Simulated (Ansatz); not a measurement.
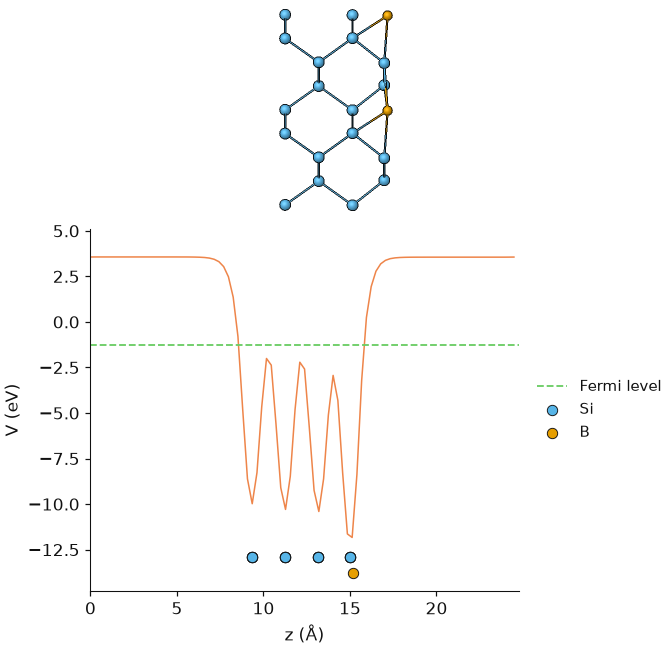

Plane-averaged electrostatic potential energy of an electron across the slab; circles at the bottom mark the heights of the atoms (positions after relaxation). The structure is drawn too.

Calculation on a (110) slab cut from Si (Fd-3m), of composition Si$_{16}$B (not the bulk's), ended by Si planes, 17 atoms in the cell.

Level of theory: DFT PBE+D3(BJ), scalar-relativistic, plane waves, PAW, spin-polarised, 4×6×1 k mesh, 420 eV cutoff, Gaussian smearing of 0.05 eV; code Ansatz 0.2.0.

> What is the work function?

The work function is 4.83 eV, the same on both faces. The two vacuum levels agree, so the slab has no net dipole along its normal.

> How thick are slab and vacuum?

The outermost atoms are 5.8 Å apart, which leaves 18.9 Å of vacuum in a cell 24.8 Å high.
